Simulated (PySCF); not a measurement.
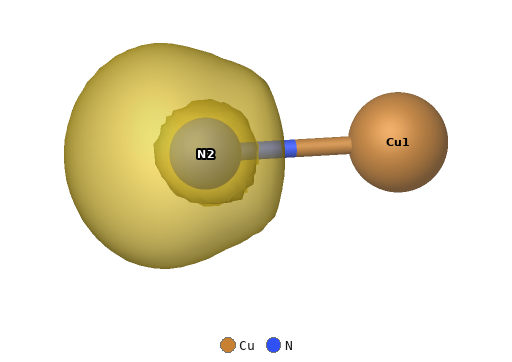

The picture shows: CuN (triplet). Isosurface of the ELF at 0.75 (yellow), seen from one side. Core shells and regions of very low density are left out.

⟨S²⟩ = 2.07, above the pure value of 2.00.

All numbers below come from PBE0/cc-pVDZ(-PP), non-relativistic Hamiltonian with scalar-relativistic core potentials where named, at a bond length of 1.773 Å (PySCF).

| atom | x (Å) | y (Å) | z (Å) |
| --- | --- | --- | --- |
| Cu | 0.0000 | 0.0000 | -0.3227 |
| N | 0.0000 | 0.0000 | 1.4503 |

> Where are the electrons localised?

At this value the surface marks out one lobe on N, pointing away from the bonds (non-bonding electrons).

Values along the shortest contacts:
Cu–N (1.77 Å): the ELF peaks at about 0.85 in the valence shell of N, 0.6 Å from its nucleus, and is about 0.25 at the midpoint.
